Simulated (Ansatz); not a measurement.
**C2H3NSi: molecular dynamics**

Purpose: to follow the molecule's vibrations and see whether its bonds hold. The start is relaxed first. Runs: 150 steps of 0.5 fs under a Langevin thermostat, set from 1000 K to 250 K by a schedule; 150 steps of 0.5 fs under a Langevin thermostat at 400 K. SMILES of the start: [SiH2]=C1C=N1.

Method: RKS PBE0/cc-pVDZ, in Ansatz 0.2.0.

## (1) The structure to begin with

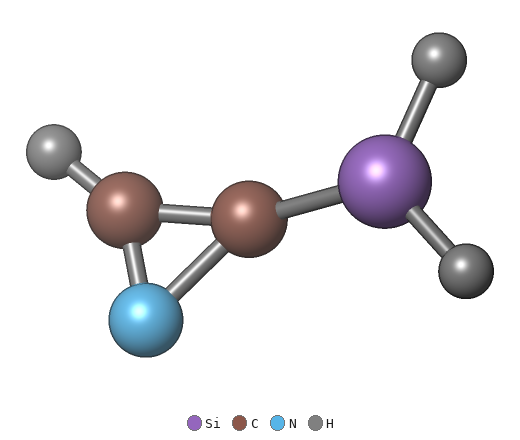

The starting structure, seen from a chosen angle (silicon purple, carbon brown, nitrogen blue, hydrogen grey).

Structure file:

```xyz
7

Si   -0.7026    1.1503   -0.4711
C    -0.0320   -0.3508    0.1125
C     0.9388   -1.2171    0.6088
N     0.4433   -1.7252   -0.4375
H    -1.5371    1.2744   -1.6511
H    -0.7592    2.2706    0.4544
H     1.6488   -1.4021    1.3840
```

## (2) Preparing the start

Input file input.yaml:

```yaml
crystal:
  periodic: [false, false, false]
  atoms:
    - { symbol: Si, position_ang: [-0.70255, 1.15035, -0.47113] }
    - { symbol: C, position_ang: [-0.03196, -0.35084, 0.11249] }
    - { symbol: C, position_ang: [0.93876, -1.21714, 0.60882] }
    - { symbol: "N", position_ang: [0.44327, -1.72517, -0.43747] }
    - { symbol: H, position_ang: [-1.53709, 1.27436, -1.65107] }
    - { symbol: H, position_ang: [-0.75919, 2.27055, 0.45437] }
    - { symbol: H, position_ang: [1.64876, -1.40211, 1.38399] }
basis:
  gaussian: { orbitals: cc-pVDZ }
hamiltonian:
  xc: pbe0
relax:
  f_tol: 0.02
  max_steps: 40
scf:
  lower_state_search: "off"
```

Launch:

```bash
$ ansatz run input.yaml --threads 1 --pin off --max-ram 2048MiB --backend cpu --events-out ev --progress --plain --runs-dir out
```

The program printed, cut to the lines that bear on the results:

```text
Warning: RAYON_NUM_THREADS=1 ignored (pool sized by the plan → 1); use --threads N
[...]
Functional definition: PBE0
[...]
818 factors; integrals over basis functions are off by at most 2.6e-4 eV
[...]
mean field -11478.50842178 eV, -421.8274040881 hartree, gradient 5.6e-6 eV, S^2 0.000000; 0 other end points of the search recorded, 0 dependent functions left out
[...]
reference -11478.50844523 eV, -421.8274049496 hartree; 18, 18 occupied and 57, 57 virtual orbitals, 818 factors
relax step   1: F+E_penalty+E_count = -11478.50842178 eV  Δ(F+E_penalty+E_count) = +0.000e0 eV  max|allowed force component| = 1.277e0 eV/Å  Δτ_max = 0.0000 Å  (16 SCF iters, accepted)
[...]
relax step   3: F+E_penalty+E_count = -11478.67449008 eV  Δ(F+E_penalty+E_count) = -4.668e-2 eV  max|allowed force component| = 1.085e0 eV/Å  Δτ_max = 0.1405 Å  (22 SCF iters, accepted)
[...]
relax step   5: F+E_penalty+E_count = -11478.70209700 eV  Δ(F+E_penalty+E_count) = -2.761e-2 eV  max|allowed force component| = 2.700e-1 eV/Å  Δτ_max = 0.0400 Å  (22 SCF iters, accepted)
[...]
relax step   7: F+E_penalty+E_count = -11478.70886872 eV  Δ(F+E_penalty+E_count) = -3.881e-3 eV  max|allowed force component| = 2.601e-1 eV/Å  Δτ_max = 0.0420 Å  (23 SCF iters, accepted)
[...]
relax step   8: F+E_penalty+E_count = -11478.70893401 eV  Δ(F+E_penalty+E_count) = -6.529e-5 eV  max|allowed force component| = 1.287e-1 eV/Å  Δτ_max = 0.0190 Å  (23 SCF iters, accepted)
[...]
relax step   9: F+E_penalty+E_count = -11478.71029861 eV  Δ(F+E_penalty+E_count) = -1.365e-3 eV  max|allowed force component| = 1.505e-2 eV/Å  Δτ_max = 0.0087 Å  (24 SCF iters, accepted)
Total energy: -11478.71032165 eV, -421.8348237712 hartree
Atom 0 at    -0.524161     1.263746    -0.604024 Å, force    -0.002386     0.015054    -0.002654 eV/Å
Atom 1 at     0.055974    -0.294017    -0.032527 Å, force     0.007492    -0.013310     0.001390 eV/Å
Atom 2 at     0.910951    -1.172263     0.642066 Å, force    -0.003471     0.007491     0.006925 eV/Å
Atom 3 at     0.410792    -1.658930    -0.428521 Å, force    -0.006721    -0.002911    -0.013887 eV/Å
Atom 4 at    -1.658251     1.139330    -1.567708 Å, force    -0.000292    -0.001763     0.004061 eV/Å
Atom 5 at    -0.778243     2.187985     0.542394 Å, force    -0.001181    -0.002021    -0.003911 eV/Å
Atom 6 at     1.582938    -1.465851     1.448320 Å, force     0.006559    -0.002539     0.008076 eV/Å
Dipole moment:     0.291925    -0.090189     0.414436 e Å
Checks for a lower state left out: stability, starts, cluster_reference, orbital_swaps, neighbouring_geometries, increment
```

Wall time 44 s (1 thread of AMD EPYC (Zen 3), shared host); peak memory 0.14 GiB.

The steps of the relaxation:

```
step  energy from step 1 (eV)  largest force component (eV/Å)
   1                   0.0000                          1.2774
   2                  -0.1194                          0.7284
   3                  -0.1661                          1.0849
  4x                   0.0561                          2.8928
   5                  -0.1937                          0.2700
   6                  -0.1966                          0.1782
   7                  -0.2004                          0.2601
   8                  -0.2005                          0.1287
   9                  -0.2019                          0.0151
```

Step 1 is the start. 1 step was tried and not accepted (marked x).

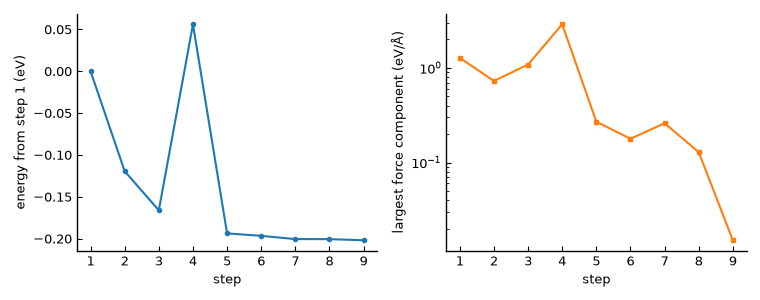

How energy and force went from step to step.

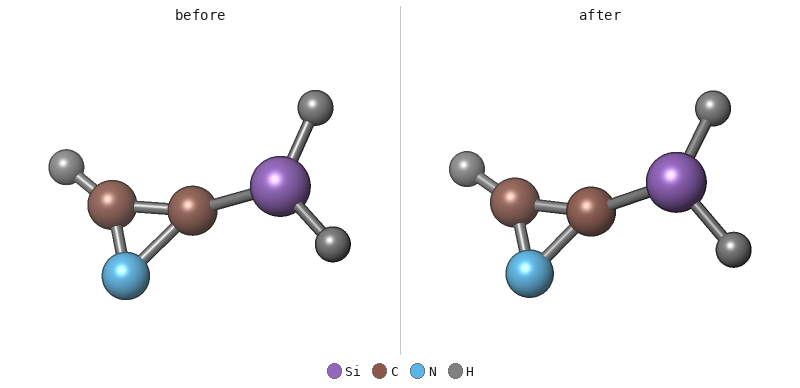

The structure before (left) and after (right), drawn at the same scale.

After: Bond lengths: Si1–C2 1.758 Å, C2–C3 1.399 Å, C2–N4 1.465 Å, C3–N4 1.278 Å, Si1–H5 1.493 Å, Si1–H6 1.494 Å, C3–H7 1.090 Å. Angles: Si1–C2–C3 156.2°, Si1–C2–N4 144.9°, C3–C2–N4 52.9°, C2–Si1–H5 112.7°, C2–Si1–H6 110.8°, H5–Si1–H6 114.7°, C2–C3–N4 66.2°, C2–C3–H7 154.5°, N4–C3–H7 139.3°, C2–N4–C3 60.9°.

## (3) Run 1

150 steps of 0.5 fs under a Langevin thermostat, set from 1000 K to 250 K by a schedule, from the relaxed start.

Input file input.yaml:

```yaml
crystal:
  periodic: [false, false, false]
  atoms:
    - { symbol: Si, position_ang: [-0.524161, 1.263746, -0.604024] }
    - { symbol: C, position_ang: [0.055974, -0.294017, -0.032527] }
    - { symbol: C, position_ang: [0.910951, -1.172263, 0.642066] }
    - { symbol: "N", position_ang: [0.410792, -1.65893, -0.428521] }
    - { symbol: H, position_ang: [-1.658251, 1.13933, -1.567708] }
    - { symbol: H, position_ang: [-0.778243, 2.187985, 0.542394] }
    - { symbol: H, position_ang: [1.582938, -1.465851, 1.44832] }
basis:
  gaussian: { orbitals: cc-pVDZ }
hamiltonian:
  xc: pbe0
md:
  timestep: 0.5
  n_steps: 150
  ensemble: nvt_langevin
  temperature: 1000.0
  initial_velocities: maxwell_boltzmann
  seed: 236858
  friction: 0.001
  temperature_schedule:
    - { n_steps: 37, end_temperature: 1000.0 }
    - { n_steps: 113, end_temperature: 250.0 }
scf:
  lower_state_search: "off"
```

Launch:

```bash
$ ansatz run input.yaml --threads 1 --pin off --max-ram 2048MiB --backend cpu --events-out ev --progress --plain --runs-dir out
```

The program printed, cut to the lines that bear on the results:

```text
Warning: RAYON_NUM_THREADS=1 ignored (pool sized by the plan → 1); use --threads N
[...]
Functional definition: PBE0
[...]
818 factors; integrals over basis functions are off by at most 2.8e-4 eV
[...]
mean field -11478.71029761 eV, -421.8348228878 hartree, gradient 3.8e-6 eV, S^2 0.000000; 0 other end points of the search recorded, 0 dependent functions left out
[...]
reference -11478.71032066 eV, -421.8348237349 hartree; 18, 18 occupied and 57, 57 virtual orbitals, 818 factors
md step     0: t =     0.00 fs  T =   857.1 K (target 1000.0 K)  F+E_penalty+E_count = -11478.71029761 eV  E_kin = 0.775560 eV  (16 SCF iters)
[...]
md step    18: t =     9.00 fs  T =   351.0 K (target 1000.0 K)  F+E_penalty+E_count = -11478.21396756 eV  E_kin = 0.317591 eV  (25 SCF iters)
[...]
md step    36: t =    18.00 fs  T =   531.5 K (target 1000.0 K)  F+E_penalty+E_count = -11478.37749016 eV  E_kin = 0.480938 eV  (23 SCF iters)
[...]
md step    54: t =    27.00 fs  T =   262.2 K (target 890.5 K)  F+E_penalty+E_count = -11478.13150484 eV  E_kin = 0.237262 eV  (24 SCF iters)
[...]
md step    72: t =    36.00 fs  T =   561.0 K (target 771.0 K)  F+E_penalty+E_count = -11478.36872794 eV  E_kin = 0.507575 eV  (24 SCF iters)
md step    73: t =    36.50 fs  T =   565.4 K (target 764.4 K)  F+E_penalty+E_count = -11478.37761813 eV  E_kin = 0.511623 eV  (24 SCF iters)
md step    74: t =    37.00 fs  T =   556.8 K (target 757.7 K)  F+E_penalty+E_count = -11478.37941499 eV  E_kin = 0.503791 eV  (24 SCF iters)
```

## (4) More of the same log: dynamics from the start

The log, continued, cut to the lines that bear on the results:

```text
md step    75: t =    37.50 fs  T =   571.6 K (target 751.1 K)  F+E_penalty+E_count = -11478.37888475 eV  E_kin = 0.517236 eV  (24 SCF iters)
[...]
md step    94: t =    47.00 fs  T =   451.3 K (target 625.0 K)  F+E_penalty+E_count = -11478.22843607 eV  E_kin = 0.408315 eV  (23 SCF iters)
[...]
md step   113: t =    56.50 fs  T =   701.8 K (target 498.9 K)  F+E_penalty+E_count = -11478.44697833 eV  E_kin = 0.634991 eV  (23 SCF iters)
[...]
md step   132: t =    66.00 fs  T =   610.6 K (target 372.8 K)  F+E_penalty+E_count = -11478.33928229 eV  E_kin = 0.552483 eV  (23 SCF iters)
[...]
md step   149: t =    74.50 fs  T =   557.5 K (target 260.0 K)  F+E_penalty+E_count = -11478.31239526 eV  E_kin = 0.504435 eV  (23 SCF iters)
[...]
md step   150: t =    75.00 fs  T =   555.3 K (target 253.3 K)  F+E_penalty+E_count = -11478.31297526 eV  E_kin = 0.502486 eV  (23 SCF iters)
Total energy: -11478.31299836 eV, -421.8202224097 hartree
Atom 0 at    -0.439089     1.307912    -0.652244 Å, force     1.598612    -1.456798    -0.120620 eV/Å
Atom 1 at     0.165774    -0.315817    -0.138509 Å, force     0.649572     0.901181     0.588123 eV/Å
Atom 2 at     1.024298    -1.365549     0.375539 Å, force    -4.320965     1.518578    -2.699868 eV/Å
Atom 3 at    -0.089410    -1.696555    -0.242826 Å, force     1.239586    -0.362814     0.881920 eV/Å
Atom 4 at    -1.880113     1.236717    -0.648990 Å, force    -0.914487     0.203977    -0.025692 eV/Å
Atom 5 at     0.347749     2.415338    -0.058942 Å, force    -0.182310     0.137726     0.300361 eV/Å
Atom 6 at     1.718963    -1.911666     0.912035 Å, force     1.929992    -0.941851     1.075776 eV/Å
Dipole moment:     0.378881    -0.164428     0.303145 e Å
Checks for a lower state left out: stability, starts, cluster_reference, orbital_swaps, neighbouring_geometries, increment
```

Wall time 11 min (1 thread of AMD EPYC (Zen 3), shared host); peak memory 0.14 GiB.

## (5) The trajectory

One step in 8; energies are changes from step 0:

```
time (fs)  T (K)  potential energy change (meV/atom)
      0.0    857                                 0.0
      4.0    607                                37.2
      8.0    346                                72.3
     12.0    299                                79.4
     16.0    590                                42.1
     20.0    638                                35.9
     24.0    479                                52.8
     28.0    199                                90.3
     32.0    359                                70.5
     36.0    561                                48.8
     40.0    627                                40.9
     44.0    455                                67.4
     48.0    402                                76.3
     52.0    448                                69.6
     56.0    683                                40.1
     60.0    639                                47.1
     64.0    558                                59.2
     68.0    589                                56.1
     72.0    678                                42.4
     75.0    555                                56.8
```

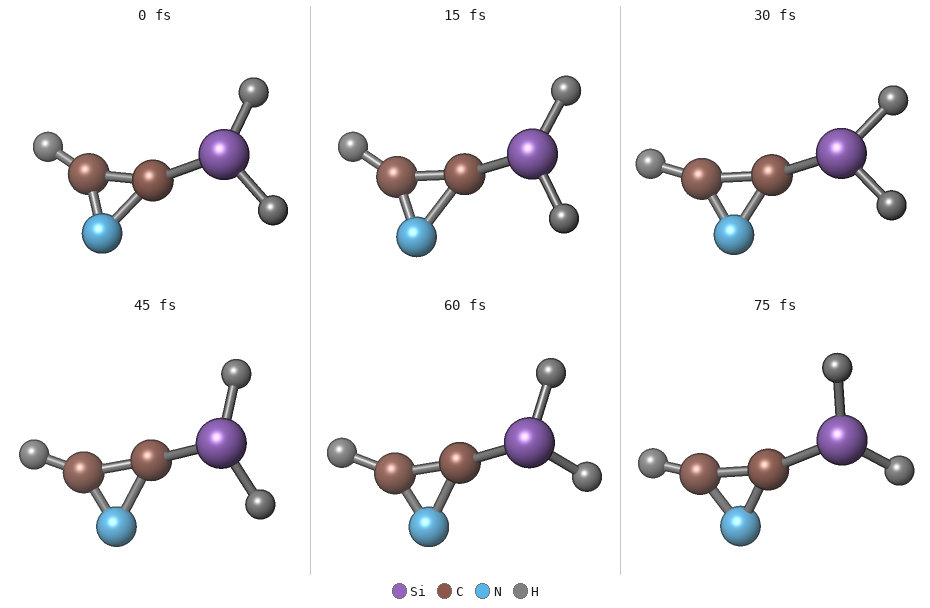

Six frames of the run, seen from a chosen angle. Sticks join atoms within a bonding distance in each frame.

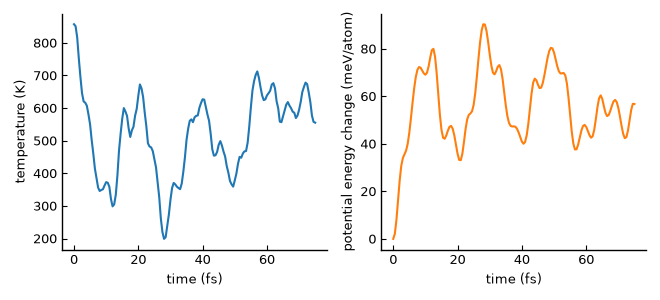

Traces against time; each panel has its own scale.

(Part 1 of 2 ends here.)
